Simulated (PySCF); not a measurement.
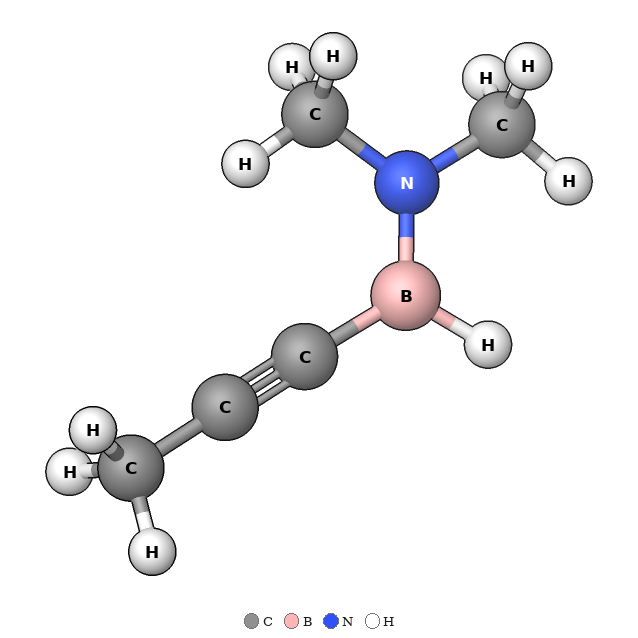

Ball-and-stick drawing of a structure. Multiple sticks mark multiple bonds (one Kekulé form).

**What is the molecular formula?**

C₅H₁₀BN, 17 atoms: 5 carbon, 10 hydrogen, 1 boron and 1 nitrogen.

**What is its SMILES?**

CC#CBN(C)C

The parts below concern this one geometry. Atoms keep their numbers from picture to picture. The geometry was computed by an optimisation with PBE0-D3(BJ)/def2-SVP. No frequency run is at hand to confirm it as a minimum.

## Geometry

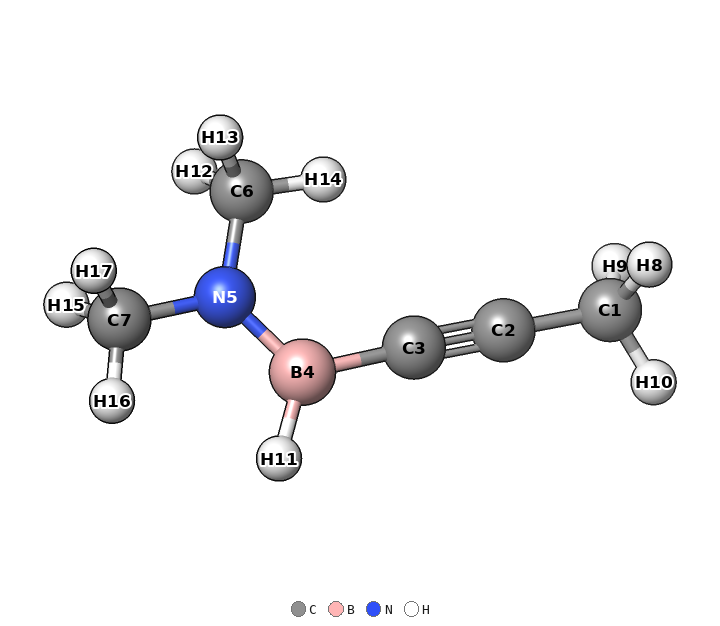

Atoms carry their numbers in the input. No frequency run is at hand to confirm it as a minimum.

**How are the neighbours of atom 1 arranged?**

C1 has 4 neighbours (C2 at 1.45, H8 at 1.10, H9 at 1.10, H10 at 1.10 Å); the arrangement is tetrahedral.

**What is the geometry at B4?**

B4 has 3 neighbours (C3 at 1.53, N5 at 1.40, H11 at 1.21 Å); the arrangement is trigonal planar.

**What is the geometry at N5?**

N5 has 3 neighbours (B4 at 1.40, C6 at 1.44, C7 at 1.44 Å); the arrangement is trigonal planar.

**How are the neighbours of atom 6 arranged?**

C6 has 4 neighbours (N5 at 1.44, H12 at 1.10, H13 at 1.10, H14 at 1.10 Å); the arrangement is tetrahedral.

**What is the dihedral angle C3–B4–N5–C6?**

0° in size, that is syn (eclipsed).

## Spin–spin coupling

No frequency run is at hand to confirm it as a minimum. Method: B3LYP/pcJ-1 indirect spin-spin coupling, non-relativistic, gas phase (PySCF 2.14.0). Isotopes: 11B, 13C, 1H, 15N.

Give the spin–spin coupling constants of these pairs, with the number of bonds between them: C3/B4, B4/N5, C2/B4, B4/C6, B4/C7, N5/H12, N5/H17, N5/H11, B4/H13, B4/H14, B4/H16.

```
   pair  bonds apart  J (Hz)
 C3, B4            1   106.5
 B4, N5            1   −34.1
 C2, B4            2    20.1
 B4, C6            2     2.6
 B4, C7            2     6.0
N5, H12            2     1.0
N5, H17            2     1.0
N5, H11            2    −2.7
B4, H13            3     2.9
B4, H14            3     3.4
B4, H16            3     4.4
```

## NMR shielding

The questions are on isotropic NMR shieldings of the H atoms. No frequency run is at hand to confirm it as a minimum. Method: GIAO PBE0/pcSseg-1 NMR shielding, non-relativistic, IEF-PCM dichloromethane (PySCF 2.14.0).

Give the isotropic NMR shieldings of the H atoms atom by atom.

```csv
atom,σ (ppm)
H8,29.09
H9,29.10
H10,29.10
H11,26.89
H12,28.66
H13,28.69
H14,27.27
H15,28.45
H16,27.92
H17,28.46
```

## Levels of theory compared

No frequency run is at hand to confirm it as a minimum. Program: PySCF 2.14.0.

Compare HOMO–LUMO gap (eV), HOMO energy (eV), dipole (D) at these levels: B3LYP/pcJ-1; PBE0/pcSseg-1; PBE0/pcSseg-1 in cyclohexane (IEF-PCM); PBE0/pcSseg-1 in dichloromethane (IEF-PCM); ωB97X-D/def2-SVPD; ωB97X-D/def2-SVPD in cyclohexane (IEF-PCM).

```tsv
level	HOMO–LUMO gap (eV)	HOMO energy (eV)	dipole (D)
B3LYP/pcJ-1	6.06	−6.63	1.66
PBE0/pcSseg-1	6.47	−6.85	1.70
PBE0/pcSseg-1 in cyclohexane (IEF-PCM)	6.43	−6.87	1.91
PBE0/pcSseg-1 in dichloromethane (IEF-PCM)	6.37	−6.93	2.19
ωB97X-D/def2-SVPD	10.03	−8.68	1.53
ωB97X-D/def2-SVPD in cyclohexane (IEF-PCM)	9.98	−8.70	1.74
```
